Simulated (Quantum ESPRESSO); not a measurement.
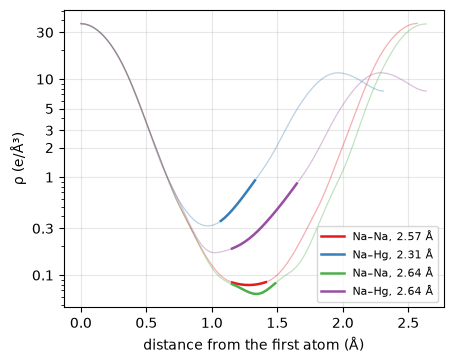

Na₄Hg. Valence pseudo-density along straight lines between neighbouring atoms. Thin, pale parts lie inside the atomic spheres.

Space group P-1; a generated structure, not necessarily the stable one; computed pressure about 19 GPa in this cell.

The calculation used Kohn-Sham DFT of a periodic cell, rPW86PBE with rVV10, SSSP 1.3 efficiency PBE in Quantum ESPRESSO 7.5.

In a pseudopotential calculation such maps are meaningful between the atoms, not at the nuclei.

**Compare the contacts.**

Na–Na (2.57 Å): ρ at the midpoint is about 0.08 e/Å³.
Na–Hg (2.31 Å): ρ at the midpoint is about 0.46 e/Å³.
Na–Na (2.64 Å): ρ at the midpoint is about 0.06 e/Å³.
Na–Hg (2.64 Å): ρ is about 0.26 e/Å³ halfway.
